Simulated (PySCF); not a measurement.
```xyz
13

C     0.9027    0.4712    1.0274
C    -0.5145    0.0488    0.6778
C    -1.5586    0.8639    1.4225
C    -2.9680    0.4896    1.0748
O    -3.3270   -0.3231    0.2952
Cl   -4.1635    1.4565    2.0063
H     1.0810    1.5292    0.7769
H     1.1066    0.3482    2.1032
H     1.6433   -0.1289    0.4789
H    -0.6885    0.1473   -0.4057
H    -0.6635   -1.0190    0.9057
H    -1.4559    1.9450    1.2238
H    -1.4563    0.7675    2.5171
```

Geometry: PBE0-D3(BJ)/def2-SVP.

Theory: PBE0/def2-SVPD, SCF density, gas phase in PySCF.

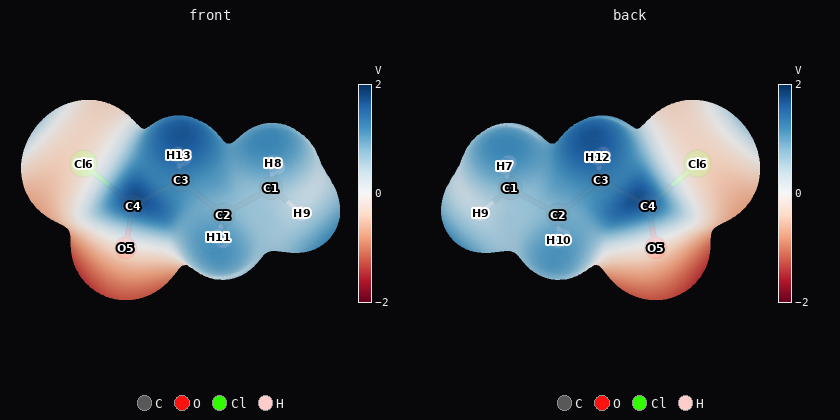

C₄H₇ClO (SMILES CCCC(=O)Cl). The electrostatic potential painted on the density surface at 0.004 e/bohr³, seen from the front and from behind; red is negative and blue positive.

Q: Describe the electrostatic potential map.

A: The most negative region (about −1.4 V) lies over O5, the most positive (about +1.7 V) over C4, H12 and H13. Cl6 shows a σ-hole: about +0.6 V at the tip opposite its bond, against about −0.4 V on its flanks. O5 is the likeliest acceptor of a hydrogen bond.

Q: How polar is the molecule by this calculation?

A: Its dipole moment is 3.03 D.
